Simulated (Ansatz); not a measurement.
**CH$_{2}$NO$_{2}$ (SMILES NC(=O)[O-]) (charge −1): density, localisation and related maps**

The calculation's input:

```
crystal:
  periodic: [false, false, false]
  atoms:
    - {symbol: N, position_ang: [0.786631, 0.122616, 0.228286]}
    - {symbol: C, position_ang: [-0.575041, 0.025802, -0.408598]}
    - {symbol: O, position_ang: [-1.362350, 0.975384, -0.167662]}
    - {symbol: O, position_ang: [-0.745970, -1.022602, -1.099476]}
    - {symbol: H, position_ang: [1.196019, -0.799005, 0.379336]}
    - {symbol: H, position_ang: [0.800555, 0.672646, 1.102881]}
basis:
  gaussian: {orbitals: "def2-TZVPPD.json"}
total_charge: -1
hamiltonian: {xc: pbe0, dispersion: d4}
output: {forces: true, orbitals: {seedname: orbitals}}
```

Command:

```sh
ansatz run in.yaml --threads 2 --pin off --events-out ev --progress --plain --max-ram 3481MiB
```

Geometry: a frame of the PBE0-D4/def2-SVPD trajectory; not at a stationary point (largest force 1.6 eV/Å).

Computed with RKS PBE0-D4/def2-TZVPPD (Ansatz 0.2.0).

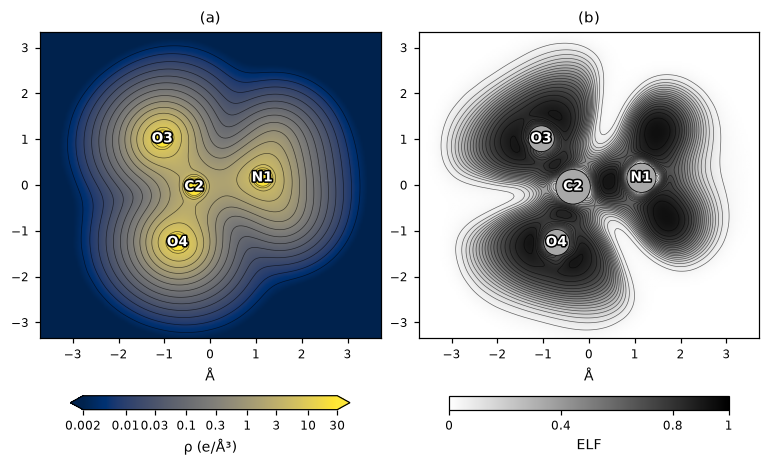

Figure 1. (a) total electron density; (b) ELF on the plane of atoms N1, C2 and O3. Grey discs cover the atomic cores in the ELF map.

Describe what can be read from this map.

The plane passes through N, C and O nuclei.
C–O (1.26 Å): ρ at the midpoint is about 3 e/Å³; the ELF peaks at about 0.85 between the atoms, as expected for a polar covalent bond.
C–N (1.51 Å): ρ is about 1.7 e/Å³ halfway; the ELF peaks at about 0.90 between the atoms; localised, covalent bonding.
The ELF also peaks beside O4 and O3, away from the bonds: lone-pair regions.

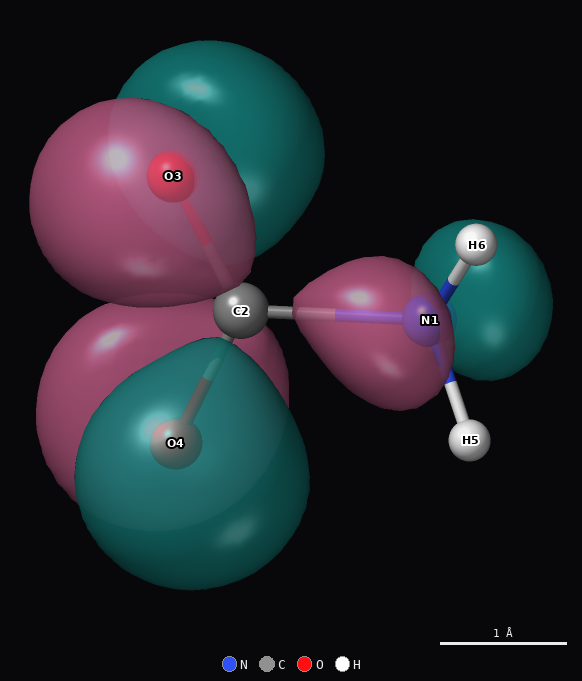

Figure 2. The HOMO−1 at ±0.1 Å⁻³ᐟ² (teal and pink are the two phases), seen at a tilt.

What is the character of this orbital?

It lies mainly on O4 (about 50 %), O3 (about 30 %), C2 (about 10 %) and N1 (about 5 %); largely a combination of lone pairs on O4, O3 and N1. Its energy is −1.78 eV.

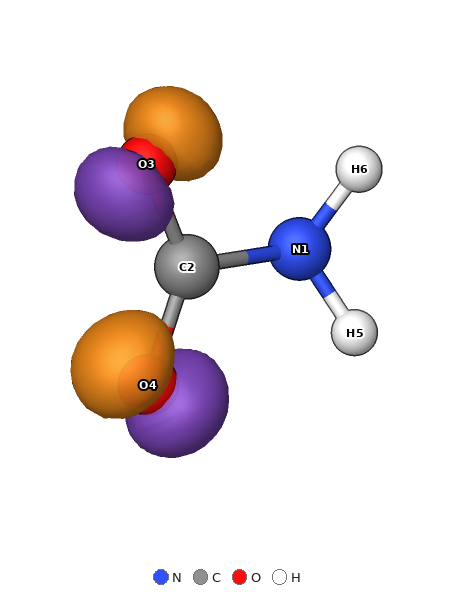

Figure 3. The HOMO at ±0.3 Å⁻³ᐟ² (orange and purple are the two phases), seen at an oblique angle.

What is the character of this orbital?

Its weight (Hirshfeld) is mainly on O4 (about 50 %), O3 (about 40 %) and C2 (about 10 %); largely a combination of lone pairs on O4 and O3. Its energy is −1.36 eV.
